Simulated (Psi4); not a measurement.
# CH4Si (SMILES C[SiH]) at revPBE/def2-TZVP

Aim: the vertical singlet–triplet gap of CH4Si at revPBE/def2-TZVP, from 2 runs. 

The results are computed with Psi4 1.11.

2 further runs of the same task are left out: 2 set aside as unsound or not needed.

**1. The structure to begin with**

CH4Si: 6 atoms, total charge 0, spin state singlet. As SMILES, `C[SiH]`. The coordinates come from a PBE0-D4/def2-TZVP relaxation.

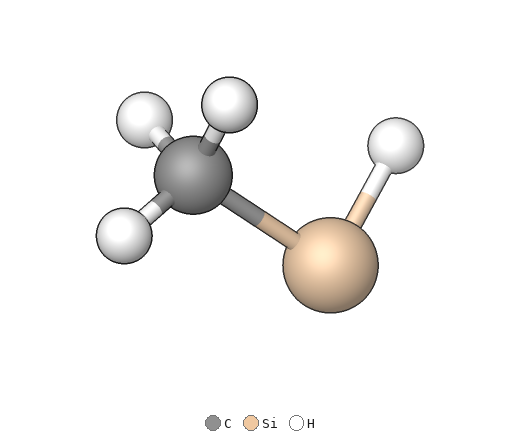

The structure, seen from a chosen angle (carbon grey, silicon light orange, hydrogen white).

**2. Energy and forces at revPBE/def2-TZVP**

Input file input.inp:

```
memory 2200 MB

molecule geom {
  0 1
  C
  Si 1 1.892384
  H 1 1.097562 2 109.69888
  H 1 1.090646 3 109.04356 2 125.23136
  H 1 1.097786 4 108.9829 3 -114.66165
  H 2 1.530866 1 94.20249 4 -179.79521
  units angstrom
  symmetry c1
  no_reorient
  no_com
}

set {
  basis def2-TZVP
  puream true
  e_convergence 1e-09
  d_convergence 1e-08
  scf_type pk
  dft_radial_points 99
  dft_spherical_points 590
}

gradient('revpbe')
```

Started as:

```sh
$ psi4 input.inp input.out -n 1
```

input.out, cut to the lines that bear on the results:

```text
[...]
  Running in c1 symmetry.
[...]
  Nuclear repulsion =   48.603695055921584
[...]
  Multiplicity = 1
[...]
  Nalpha       = 12
  Nbeta        = 12
[...]
    Number of basis functions: 92
[...]
   @RKS iter   1:  -329.48973488702995   -1.14402e-01   9.87980e-03 DIIS/ADIIS
[...]
   @RKS iter  12:  -329.88755168770359   -1.81899e-12   5.15336e-09 DIIS
[...]
    Orbital Energies [Eh]
    ---------------------
    Doubly Occupied:
       1A    -65.426893     2A     -9.881865     3A     -5.059023
       4A     -3.471972     5A     -3.461397     6A     -3.457916
       7A     -0.636849     8A     -0.425648     9A     -0.366884
      10A     -0.365127    11A     -0.274566    12A     -0.192307
[...]
  @RKS Final Energy:  -329.88755168770359
   => Energetics <=
    Nuclear Repulsion Energy =             48.6036950559215839
    One-Electron Energy =                -551.1190039154580518
    Two-Electron Energy =                 200.3288629233649942
    DFT Exchange-Correlation Energy =     -27.7011057515321006
    Empirical Dispersion Energy =           0.0000000000000000
    VV10 Nonlocal Energy =                  0.0000000000000000
    Total Energy =                       -329.8875516877035921
[...]
 Multipole Moments:
 ------------------------------------------------------------------------------------
     Multipole            Electronic (a.u.)      Nuclear  (a.u.)        Total (a.u.)
 ------------------------------------------------------------------------------------
 L = 1.  Multiply by 2.5417464519 to convert [e a0] to [Debye]
 Dipole X            :         -1.1005127            1.1733745            0.0728618
 Dipole Y            :         -0.7017932            0.7483364            0.0465432
 Dipole Z            :          3.3289068           -3.7915040           -0.4625973
 Magnitude           :                                                    0.4706074
[...]
  -Total Gradient:
     Atom            X                  Y                   Z
    ------   -----------------  -----------------  -----------------
       1        0.000543544482     0.000353256603     0.000889682488
       2        0.003548688172     0.002270088926    -0.006969257936
       3       -0.000139792756    -0.004736854069     0.002115864020
       4        0.003938497178     0.002501109262     0.002287887753
       5       -0.004336284844     0.001883507797     0.002082781371
       6       -0.003555132125    -0.002271421937    -0.000408670043
[...]
```

Run time: 20 s. Hardware: 1 thread of Intel Xeon at 2.60GHz (Ice Lake), shared host; peak memory 1.2 GiB.

**3. The triplet, same level**

Input file ch4si.json:

```json
{
 "schema_name": "qcschema_input",
 "schema_version": 1,
 "molecule": {
  "schema_name": "qcschema_molecule",
  "schema_version": 2,
  "symbols": ["C", "Si", "H", "H", "H", "H"],
  "geometry": [-0.17668939, -0.69163976, -0.69976558, 1.73344577, 0.39646454, 2.12083963, -2.18622415, -0.77497668, -0.19313001, 0.40629112, -2.52391821, -1.44186103, -0.04535343, 0.72187538, -2.21249135, 0.26871905, 2.87238371, 2.42640834],
  "molecular_charge": 0,
  "molecular_multiplicity": 3,
  "fix_symmetry": "c1"
 },
 "driver": "gradient",
 "model": {
  "method": "revpbe",
  "basis": "def2-TZVP"
 },
 "keywords": {
  "reference": "uks",
  "puream": true,
  "e_convergence": 1e-09,
  "d_convergence": 1e-08,
  "scf_type": "pk",
  "dft_radial_points": 99,
  "dft_spherical_points": 590,
  "maxiter": 100,
  "scf_properties": ["QUADRUPOLE", "DIPOLE", "LOWDIN_CHARGES"]
 }
}
```

Started as:

```sh
$ psi4 --qcschema ch4si.json -n 1 --memory 2200MB
```

stdout, cut to the lines that bear on the results:

```text
[...]
  Running in c1 symmetry.
[...]
  Nuclear repulsion =   48.603693730984361
[...]
  Multiplicity = 3
[...]
  Nalpha       = 13
  Nbeta        = 11
[...]
    Number of basis functions: 92
[...]
   @UKS iter   1:  -329.43622008526381   -6.08873e-02   9.91772e-03 DIIS/ADIIS
[...]
   @UKS iter  13:  -329.84684764860350   -3.35376e-12   7.25375e-09 DIIS
[...]
   @S^2 Observed:                2.003282899E+00
[...]
  @UKS Final Energy:  -329.84684764860350
   => Energetics <=
    Nuclear Repulsion Energy =             48.6036937309843609
    One-Electron Energy =                -550.9517314285778866
    Two-Electron Energy =                 200.2087497443958171
    DFT Exchange-Correlation Energy =     -27.7075596954057701
    Empirical Dispersion Energy =           0.0000000000000000
    VV10 Nonlocal Energy =                  0.0000000000000000
    Total Energy =                       -329.8468476486035001
[...]
 Multipole Moments:
 ------------------------------------------------------------------------------------
     Multipole            Electronic (a.u.)      Nuclear  (a.u.)        Total (a.u.)
 ------------------------------------------------------------------------------------
 L = 1.  Multiply by 2.5417464519 to convert [e a0] to [Debye]
 Dipole X            :          2.7088034           -2.7843295           -0.0755261
 Dipole Y            :         -0.2250433            0.0109674           -0.2140759
 Dipole Z            :          2.6852033           -2.9256978           -0.2404945
 Magnitude           :                                                    0.3307118
 L = 2.  Multiply by 1.3450342976 to convert [e a0^2] to [Debye ang]
 Quadrupole XX       :        -44.0922191           28.0640527          -16.0281665
 Quadrupole XY       :        -10.7097785           10.2313406           -0.4784379
[...]
  -Total Gradient:
     Atom            X                  Y                   Z
    ------   -----------------  -----------------  -----------------
       1       -0.002475987352     0.012997629854     0.007568764265
       2        0.019334354625    -0.017966988228     0.006753595524
       3        0.001409637581     0.003055287605    -0.005608795251
       4        0.001242612875     0.004998731080     0.004971978209
       5       -0.005862279888    -0.002017485562     0.001420519630
       6       -0.013648802277    -0.001068067716    -0.015107222181
[...]
```

The result, in JSON:

```text
{
 "driver": "gradient",
 "model": {
  "method": "revpbe",
  "basis": "def2-TZVP"
 },
 "success": true,
 "return_result": [-0.00247598735224161, 0.012997629853812184, 0.007568764265355368, 0.019334354625311162, -0.017966988228217087, 0.006753595524050582, 0.0014096375810628559, 0.0030552876050970214, -0.00560879525062969, 0.001242612875408236, 0.004998731080182811, 0.004971978208850675, -0.005862279887755842, -0.0020174855617286214, 0.0014205196297305545, -0.01364880227731502, -0.001068067716222823, -0.01510722218089032],
 "properties": {
  "calcinfo_nbasis": 92,
  "calcinfo_nmo": 92,
  "calcinfo_nalpha": 13,
  "calcinfo_nbeta": 11,
  "calcinfo_natom": 6,
  "nuclear_repulsion_energy": 48.60369373098436,
  "return_energy": -329.8468476486035,
  "return_gradient": [-0.00247598735224161, 0.012997629853812184, 0.007568764265355368, 0.019334354625311162, -0.017966988228217087, 0.006753595524050582, 0.0014096375810628559, 0.0030552876050970214, -0.00560879525062969, 0.001242612875408236, 0.004998731080182811, 0.004971978208850675, -0.005862279887755842, -0.0020174855617286214, 0.0014205196297305545, -0.01364880227731502, -0.001068067716222823, -0.01510722218089032],
  "scf_one_electron_energy": -550.9517314285779,
  "scf_two_electron_energy": 200.20874974439582,
  "scf_xc_energy": -27.70755969540577,
  "scf_dipole_moment": [-0.07552611435682, -0.2140759171433248, -0.2404945412474735],
  "scf_total_energy": -329.8468476486035,
  "scf_total_gradient": [-0.00247598735224161, 0.012997629853812184, 0.007568764265355368, 0.019334354625311162, -0.017966988228217087, 0.006753595524050582, 0.0014096375810628559, 0.0030552876050970214, -0.00560879525062969, 0.001242612875408236, 0.004998731080182811, 0.004971978208850675, -0.005862279887755842, -0.0020174855617286214, 0.0014205196297305545, -0.01364880227731502, -0.001068067716222823, -0.01510722218089032],
  "scf_iterations": 13
 }
}
```

It took 30 s on 1 thread of Intel Xeon at 2.60GHz (Ice Lake), shared host; peak memory 1.2 GiB.

**4. Results**

At revPBE/def2-TZVP:

```
                                        quantity          value
                           singlet: total energy  -329.88755 Eh
                          singlet: dipole moment         1.20 D
                            singlet: HOMO energy       -5.23 eV
                            singlet: LUMO energy       -3.34 eV
                          singlet: HOMO–LUMO gap        1.90 eV
               singlet: largest force on an atom     0.419 eV/Å
                           triplet: total energy  -329.84685 Eh
                          triplet: dipole moment         0.84 D
     triplet: HOMO energy (highest over α and β)       -4.13 eV
                                   triplet: ⟨S²⟩          2.003
               triplet: largest force on an atom     1.401 eV/Å
vertical energy of the triplet above the singlet       1.108 eV
```

**Reading.** At this shape the triplet lies 1.11 eV (26 kcal/mol) above the singlet. The largest force (singlet) is 0.42 eV/Å: the shape isn't a stationary point for this species at this level.
